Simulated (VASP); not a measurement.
# Ga2CoO4 with r2SCAN: from relaxation to properties, part 2 of 7

Wanted: the relaxed cell of Ga2CoO4 and its properties. The start is a computed cell from the Materials Project.

VASP 6.6.1; r2SCAN, spin-polarised from a ferromagnetic start; plane waves and PAW (Ga_d, Co, O).

Still holding for the runs below: The magnetic state follows from one typed start and may not be the lowest. The valence top and the conduction bottom belong to opposite spins.

So far. Step 2 (Full relaxation (r2SCAN)): Little changed from the start: no atom moved by 0.005 Å and no cell edge by 0.1 %.

### 2. Full relaxation (r2SCAN) (continued)

Spin moment in the PAW sphere by atom:

```
atom  spin moment in the PAW sphere (μB)
 Ga1                                0.01
 Ga2                                0.01
 Ga3                                0.01
 Ga4                                0.01
 Co5                                2.65
 Co6                                2.65
  O7                                0.06
  O8                                0.06
  O9                                0.06
 O10                                0.06
 O11                                0.06
 O12                                0.06
 O13                                0.06
 O14                                0.06
```

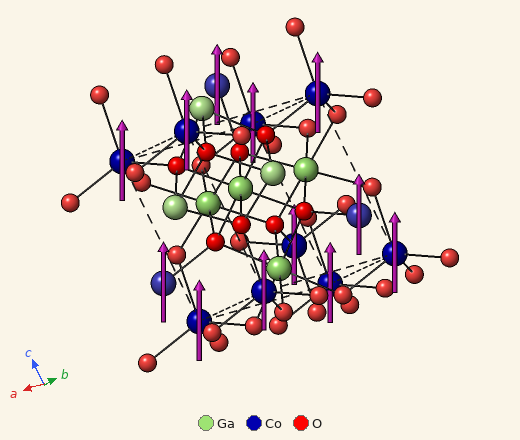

Spin moment in the PAW sphere as arrows, the longest 2.65 μB. Up and down stand for the sign. Arrows give size and sign along the axis of quantisation, drawn up and down the page. Some periodic images of atoms are drawn too.

It ends with a largest force of 0.009 eV/Å and a pressure of -0.08 GPa.

### 3. Single point with fields (r2SCAN)

The relaxed cell gets a fresh self-consistent run, on a basis set for its own volume, to fix the density and to check the remaining stress.

File INCAR:

```
SYSTEM = Ga2CoO4
PREC = Accurate
ENCUT = 520
EDIFF = 1E-06
NELM = 100
ISMEAR = 0
SIGMA = 0.05
LREAL = .FALSE.
ALGO = Normal
METAGGA = R2SCAN
LASPH = .TRUE.
NBANDS = 83
ISPIN = 2
MAGMOM = 0 0 0 0 2 2 0 0 0 0 0 0 0 0
LMAXMIX = 4
LORBIT = 11
LWAVE = .FALSE.
LCHARG = .TRUE.
ISIF = 2
LELF = .TRUE.
LVHAR = .TRUE.
```

File POSCAR:

```
Ga2CoO4
1.0
    0.0000000000      4.1766875815      4.1766875815
    4.1766875815      0.0000000000      4.1766875815
    4.1766875815      4.1766875815      0.0000000000
Ga Co O
4 2 8
Direct
    0.1250000000      0.6250000000      0.6250000000
    0.6250000000      0.6250000000      0.6250000000
    0.6250000000      0.1250000000      0.6250000000
    0.6250000000      0.6250000000      0.1250000000
    0.2500000000      0.2500000000      0.2500000000
    0.0000000000      0.0000000000      0.0000000000
    0.8634774302      0.4095677193      0.8634774302
    0.3865225698      0.3865225698      0.3865225698
    0.8404322807      0.3865225698      0.3865225698
    0.3865225698      0.3865225698      0.8404322807
    0.8634774302      0.8634774302      0.4095677193
    0.4095677193      0.8634774302      0.8634774302
    0.3865225698      0.8404322807      0.3865225698
    0.8634774302      0.8634774302      0.8634774302
```

File KPOINTS:

```
Automatic mesh
0
Gamma
6 6 6
0 0 0
```

The projector-augmented-wave data sets are Ga_d, Co and O (PBE family, release 64).

Launch:

```
mpirun -np 8 vasp_std
```

Output:

```text
[banner, memory and clock lines left out]
running    8 mpi-ranks, on    1 nodes
 distrk:  each k-point on    8 cores,    1 groups
 distr:  one band on    1 cores,    8 groups

 POSCAR found type information on POSCAR GaCoO
 POSCAR found :  3 types and      14 ions
 [... a notice as in an earlier step ...]

 [... a notice as in an earlier step ...]

 LDA part: xc-table for (None), standard interpolation
|                                                                             |
|           W    W    AA    RRRRR   N    N  II  N    N   GGGG   !!!           |
|           W    W   A  A   R    R  NN   N  II  NN   N  G    G  !!!           |
|           W    W  A    A  R    R  N N  N  II  N N  N  G       !!!           |
|           W WW W  AAAAAA  RRRRR   N  N N  II  N  N N  G  GGG   !            |
|           WW  WW  A    A  R   R   N   NN  II  N   NN  G    G                |
|           W    W  A    A  R    R  N    N  II  N    N   GGGG   !!!           |
|                                                                             |
|     The number of bands has been changed from the values supplied in        |
|     The orbitals not found in the WAVECAR file will be initialized with     |
|     random numbers, which is usually adequate. For correlated               |
|     calculations, however, you should redo the groundstate calculation.     |
|     I found NBANDS = 83. Now, NBANDS = 88.                                  |
|                                                                             |

 POSCAR, INCAR and KPOINTS ok, starting setup
 FFT: planning ... GRIDC
 FFT: planning ... GRID_SOFT
 FFT: planning ... GRID
 WAVECAR not read
 entering main loop
       N       E                     dE             d eps       ncg     rms          rms(c)
DAV:   1     0.163186563019E+04    0.16319E+04   -0.47367E+04  6696   0.234E+03
DAV:   2     0.234968096697E+03   -0.13969E+04   -0.12184E+04  5632   0.710E+02
DAV:   3    -0.144293088380E+03   -0.37926E+03   -0.35472E+03  6296   0.254E+02
DAV:   4    -0.183998112645E+03   -0.39705E+02   -0.38241E+02  6600   0.848E+01
DAV:   5    -0.185738608592E+03   -0.17405E+01   -0.17278E+01  7792   0.194E+01    0.371E+01
DAV:   6    -0.170681822957E+03    0.15057E+02   -0.14236E+02  8504   0.878E+01    0.857E+01
DAV:   7    -0.142174029955E+03    0.28508E+02   -0.49892E+01  7376   0.907E+01    0.131E+01
DAV:   8    -0.144713750692E+03   -0.25397E+01   -0.12218E+01  6808   0.215E+01    0.106E+01
DAV:   9    -0.145783805871E+03   -0.10701E+01   -0.16792E+00  7240   0.755E+00    0.379E+00
DAV:  10    -0.145877868650E+03   -0.94063E-01   -0.18811E-01  8296   0.341E+00    0.215E+00
DAV:  11    -0.145916298839E+03   -0.38430E-01   -0.69938E-02  6640   0.125E+00    0.118E+00
DAV:  12    -0.145929016375E+03   -0.12718E-01   -0.11094E-02  8032   0.902E-01    0.343E-01
DAV:  13    -0.145928884078E+03    0.13230E-03   -0.22767E-03  7000   0.368E-01    0.224E-01
DAV:  14    -0.145929028207E+03   -0.14413E-03   -0.53772E-04  8008   0.179E-01    0.911E-02
DAV:  15    -0.145928999472E+03    0.28735E-04   -0.14057E-04  9024   0.113E-01    0.350E-02
DAV:  16    -0.145928982170E+03    0.17302E-04   -0.53402E-05  7624   0.549E-02    0.103E-02
DAV:  17    -0.145928974883E+03    0.72870E-05   -0.18109E-05  5824   0.211E-02    0.617E-03
DAV:  18    -0.145928978063E+03   -0.31794E-05   -0.21984E-06  4216   0.103E-02    0.253E-03
DAV:  19    -0.145928977243E+03    0.81911E-06   -0.32439E-07  3392   0.332E-03
   1 F= -.14592898E+03 E0= -.14592898E+03  d E =-.650461E-18  mag=     6.0000
```

The job ended after 2.9 min (8 MPI ranks of Intel Xeon 6975P-C (Granite Rapids), shared host; peak memory 1.7 GiB; 21 min of CPU time).

Parts of OUTCAR (step 3):

```text
  LATTYP: Found a face centered cubic cell.
 ALAT       =     8.3533751630

 Found     16 irreducible k-points:

   k-points           NKPTS =     16   k-points in BZ     NKDIM =     16   number of bands    NBANDS=     88

   NELECT =     118.0000    total number of electrons

 E-fermi :   5.9589

 spin component 1
 k-point     1 :       0.0000    0.0000    0.0000
  band No.  band energies     occupation
    ...
     58       4.3783      1.00000
     59       4.3783      1.00000
     60       4.5444      1.00000
     61       4.5444      1.00000
     62       4.5444      1.00000
     63       7.1871      0.00000
     64      10.7678      0.00000
     65      10.7678      0.00000
     66      10.7678      0.00000
     67      12.0646      0.00000
    ...

 k-point     2 :       0.1667    0.0000    0.0000
  band No.  band energies     occupation
    ...
     58       4.3200      1.00000
     59       4.3701      1.00000
     60       4.3702      1.00000
     61       4.5416      1.00000
     62       4.5416      1.00000
     63       7.7453      0.00000
     64      11.0040      0.00000
     65      11.0249      0.00000
     66      11.0249      0.00000
     67      11.8433      0.00000
    ...

 k-point     3 :       0.3333    0.0000    0.0000
  band No.  band energies     occupation
    ...
     58       4.2340      1.00000
     59       4.3355      1.00000
     60       4.3355      1.00000
     61       4.5385      1.00000
     62       4.5385      1.00000
     63       8.8841      0.00000
     64      11.1637      0.00000
     65      11.5805      0.00000
     66      11.6509      0.00000
     67      11.6509      0.00000
    ...

 k-point     4 :       0.5000    0.0000    0.0000
  band No.  band energies     occupation
    ...
     58       4.1884      1.00000
     59       4.3060      1.00000
     60       4.3060      1.00000
     61       4.5378      1.00000
     62       4.5378      1.00000
     63       9.9279      0.00000
     64      10.3101      0.00000
     65      12.0996      0.00000
     66      12.0996      0.00000
     67      12.2148      0.00000
    ...

  Total       -0.0334119     -0.0334119     -0.0334119      0.0000000     -0.0000000      0.0000000
  in kB       -0.3673548     -0.3673548     -0.3673548      0.0000000     -0.0000000      0.0000000
  external PRESSURE =      -0.3673548 kB  Pullay stress =       0.0000000 kB

  energy-cutoff  :      520.00
  volume of cell :      145.72
      direct lattice vectors                 reciprocal lattice vectors
     0.000000000  4.176687582  4.176687582    -0.119712090  0.119712090  0.119712090
     4.176687582  0.000000000  4.176687582     0.119712090 -0.119712090  0.119712090
     4.176687582  4.176687582  0.000000000     0.119712090  0.119712090 -0.119712090

 POSITION                                       TOTAL-FORCE (eV/Angst)
 -----------------------------------------------------------------------------------
      5.22086      3.13252      3.13252        -0.000000      0.000000     -0.000000
      5.22086      5.22086      5.22086        -0.000000      0.000000     -0.000000
      3.13252      5.22086      3.13252        -0.000000      0.000000     -0.000000
      3.13252      3.13252      5.22086        -0.000000      0.000000     -0.000000
      2.08834      2.08834      2.08834        -0.000000      0.000000     -0.000000
      0.00000      0.00000      0.00000        -0.000000      0.000000     -0.000000
      5.31711      7.21295      5.31711         0.005697     -0.005697      0.005697
      3.22877      3.22877      3.22877         0.005697      0.005697      0.005697
      3.22877      5.12461      5.12461         0.005697     -0.005697     -0.005697
      5.12461      5.12461      3.22877        -0.005697     -0.005697      0.005697
      5.31711      5.31711      7.21295         0.005697      0.005697     -0.005697
      7.21295      5.31711      5.31711        -0.005697      0.005697      0.005697
      5.12461      3.22877      5.12461        -0.005697      0.005697     -0.005697
      7.21295      7.21295      7.21295        -0.005697     -0.005697     -0.005697
 -----------------------------------------------------------------------------------
    total drift:                                0.000000      0.000000      0.000000

  FREE ENERGIE OF THE ION-ELECTRON SYSTEM (eV)
  ---------------------------------------------------
  free  energy   TOTEN  =      -145.9289772434 eV

  energy  without entropy=     -145.9289772434  energy(sigma->0) =     -145.92897724

 total charge
# of ion       s       p       d       tot
------------------------------------------
    1        0.636   0.710  10.268  11.613
    2        0.636   0.710  10.268  11.613
    3        0.636   0.710  10.268  11.613
    4        0.636   0.710  10.268  11.613
    5        0.335   0.420   7.097   7.851
    6        0.335   0.420   7.097   7.851
    7        1.560   3.529   0.000   5.089
    8        1.560   3.529   0.000   5.089
    9        1.560   3.529   0.000   5.089
   10        1.560   3.529   0.000   5.089
   11        1.560   3.529   0.000   5.089
   12        1.560   3.529   0.000   5.089
   13        1.560   3.529   0.000   5.089
   14        1.560   3.529   0.000   5.089
--------------------------------------------------
tot         15.693  31.912  55.264 102.869

[... 6 parts as in an earlier step ...]

[... 10 further parts left out ...]
```

With spin, VASP writes an ELF for each channel.

Numbers from this step:

```yaml
scf_cycles: 19
bands: 88
free_energy_toten: -145.9290 eV
fermi_energy: 5.959 eV
pressure: -0.03674 GPa
```

Valence electrons inside each PAW sphere by angular momentum. Sphere charges, by row:

```
atom  s (e)  p (e)  d (e)  tot (e)
 Ga1  0.636   0.71  10.27    11.61
 Ga2  0.636   0.71  10.27    11.61
 Ga3  0.636   0.71  10.27    11.61
 Ga4  0.636   0.71  10.27    11.61
 Co5  0.335   0.42  7.097    7.851
 Co6  0.335   0.42  7.097    7.851
  O7   1.56  3.529      0    5.089
  O8   1.56  3.529      0    5.089
  O9   1.56  3.529      0    5.089
 O10   1.56  3.529      0    5.089
 O11   1.56  3.529      0    5.089
 O12   1.56  3.529      0    5.089
 O13   1.56  3.529      0    5.089
 O14   1.56  3.529      0    5.089
```

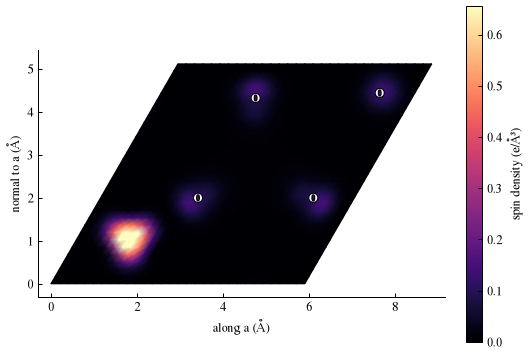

Spin density in the ac plane at fractional y = 0.387, with atoms of O within 0.2 Å of it.

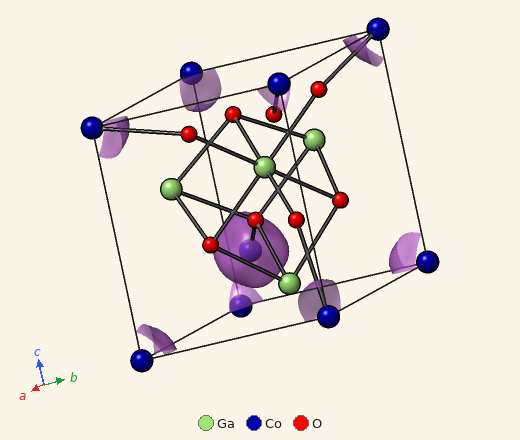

Surface of spin density = 0.58 e/Å³, which holds about 70 % of the integral of its size. Bonds to atoms that aren't drawn are left out.

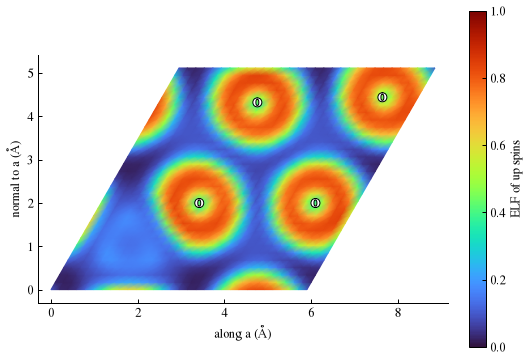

ELF of up spins in the ac plane at fractional y = 0.387, with atoms of O within 0.2 Å of it. It is the smooth field of the valence electrons, not physical close to the nuclei.

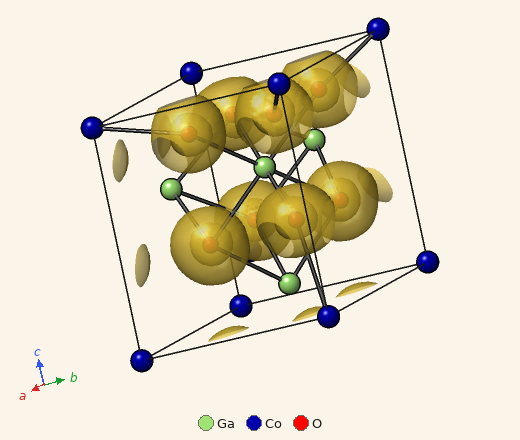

Surface of ELF of up spins = 0.77. Bonds to atoms that aren't drawn are left out.

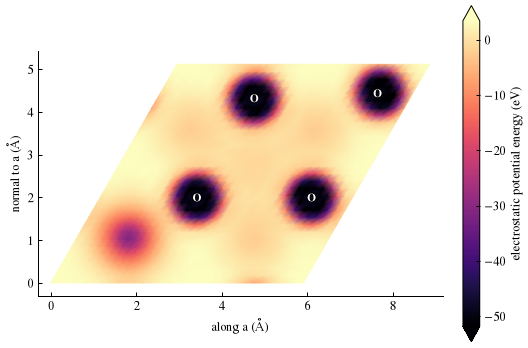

Electrostatic potential energy in the ac plane at fractional y = 0.387, with atoms of O within 0.2 Å of it. With pseudopotentials it is smooth inside the atoms' cores, unlike the true potential.

In this run the pressure is -0.04 GPa, small enough to go on.

(Continued in part 3 of 7.)

[Lines on the potential files, build, host, timing and source positions are cut from VASP's logs without a mark.]

[Logs are printed without paths, hosts, clocks, repeated set-up lines and the standing remarks that a program may print on its own settings, such as how far it seeks lower states.]

[Hosts, paths, dates, database ids (printed as entryN), source tags and the programs' standing remarks are cut or masked in the printed files.]

[A measured line is paired with the nearest computed mode of its activity, which favours agreement.]
